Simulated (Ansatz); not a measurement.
System Li₂Nb (space group Fd-3m, No. 227); source of the atomic positions: the geometry relaxed with Ansatz, DFT PBE, scalar-relativistic, plane waves, PAW; the starting structure was generated, so it need not be a known form of this composition.

```cif
data_structure
_symmetry_space_group_name_H-M 'Fd-3m:1'
_symmetry_Int_Tables_number 227
_cell_length_a 7.1478
_cell_length_b 7.1478
_cell_length_c 7.1478
_cell_angle_alpha 90.000
_cell_angle_beta 90.000
_cell_angle_gamma 90.000
_cell_volume 365.19
loop_
_atom_site_label
_atom_site_type_symbol
_atom_site_symmetry_multiplicity
_atom_site_Wyckoff_symbol
_atom_site_fract_x
_atom_site_fract_y
_atom_site_fract_z
_atom_site_occupancy
Li1 Li 16 c 0.37500 0.62500 0.87500 1
Nb1 Nb 8 b 0.25000 0.25000 0.75000 1
```

Bonds are taken as Nb–Nb below 3.5 Å; Li is left out of the net, as the electropositive filling of the structure; no other contact counts. The graph is simplified in the usual way: terminal and isolated atoms are pruned, two-connected atoms become edges.

Derive the underlying net.

The result is a uninodal 4-connected, three-periodic net: Nb is a 4-connected node. It is the dia net, known from diamond, zinc blende and cristobalite. It is a single net, without interpenetration.

```json
{"node": "Nb", "links": "4", "point symbol": "6⁶", "coordination sequence": "4 12 24 42"}
```

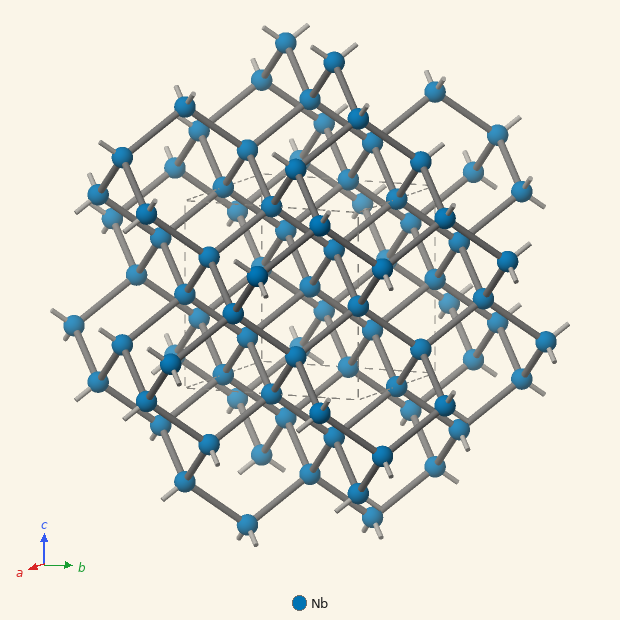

Nodes are coloured by topological kind. Edges to nodes outside the piece are drawn as stubs.
